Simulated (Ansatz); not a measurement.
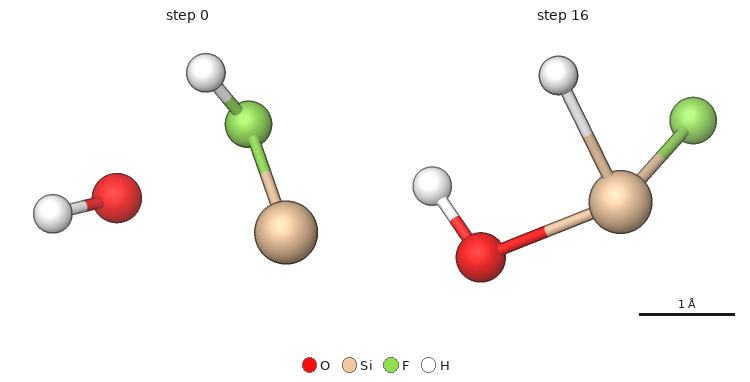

The structure of SiH2OF (charge −1) before (left) and after (right) a relaxation, at one scale.

The picture is a ball-and-stick view, seen at a tilt.

It is one of the separated reactants of a reaction.

These are results of RKS PBE-D4/def2-SVPD (Ansatz 0.2.0), not measurements.

Input file:
```yaml
crystal:
  periodic: [false, false, false]
  atoms:
    - {symbol: O, position_ang: [-0.969295, -0.733756, 0.172217]}
    - {symbol: Si, position_ang: [0.081149, 1.643980, -0.127917]}
    - {symbol: F, position_ang: [0.298961, 0.251373, 0.817313]}
    - {symbol: H, position_ang: [-0.874532, -0.849957, -0.776369]}
    - {symbol: H, position_ang: [0.970899, -0.073418, 0.296630]}
basis:
  gaussian: {orbitals: def2-SVPD}
total_charge: -1
hamiltonian: {xc: pbe, dispersion: d4}
relax: {f_tol: 0.03, max_steps: 250}
```

Run as
```bash
ansatz run in.yaml --threads 2 --pin off --events-out ev --progress --plain --max-ram 4352MiB
```

Question: Describe what moved and what it gained.

Answer: F3 moves most after the best rigid fit: 0.93 Å. Largest moves by element: F 0.93 Å, O 0.89 Å, H 0.81 Å, Si 0.68 Å. Some distances before and after: F3–H5 0.910 → 2.438 Å, O1–F3 1.731 → 2.708 Å, O1–Si2 2.617 → 1.789 Å, Si2–H5 1.980 → 1.593 Å. New bonds form, among them: O1–Si2 (2.62 → 1.79 Å), Si2–H5 (1.98 → 1.59 Å). Bonds break, among them: F3–H5 (0.91 → 2.44 Å). The energy falls by 945.2 kJ/mol in 16 geometry steps. The largest force component goes from 9 to 0.0048 eV/Å. The run took 22 s on 2 threads of Arm Neoverse V1, with other jobs on the host.
